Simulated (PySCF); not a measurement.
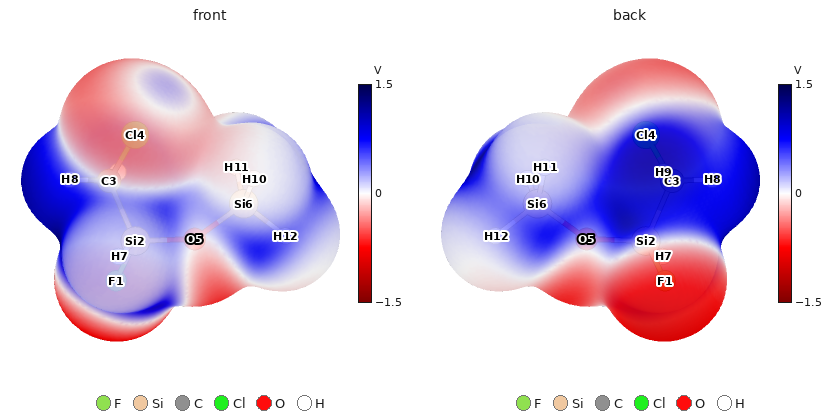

Figure. CH₆ClFOSi₂. The molecular electrostatic potential painted on the density surface at 0.001 e/bohr³, seen from the front and from behind; the colour scale runs from red (negative) to blue (positive).

Geometry: PBE0-D3(BJ)/def2-SVP.

Level of theory: PBE0/pcSseg-1, SCF density, gas phase, non-relativistic in PySCF.

```tsv
atom	x (Å)	y (Å)	z (Å)
F	-1.0205	-2.1302	-1.1902
Si	-0.5366	-1.2246	0.0637
C	-1.7575	0.1933	0.2053
Cl	-1.1460	1.3180	1.4614
O	0.9574	-0.6463	-0.2536
Si	1.9370	0.7001	-0.3209
H	-0.5267	-2.0848	1.2680
H	-2.7607	-0.1421	0.5062
H	-1.8512	0.7509	-0.7384
H	2.3355	1.1096	1.0547
H	1.2243	1.8210	-1.0010
H	3.1474	0.3337	-1.1073
```

> Describe the electrostatic potential map.

The most negative region (about −0.9 V, or −21 kcal/mol for a unit charge) lies over F1, the most positive (about +1.2 V, or +28 kcal/mol for a unit charge) over Si2 and Si6. Cl4 shows a σ-hole: about +0.2 V at the tip opposite its bond, against about −0.2 V on its flanks.

> How polar is the molecule by this calculation?

Its dipole moment is 0.76 D.
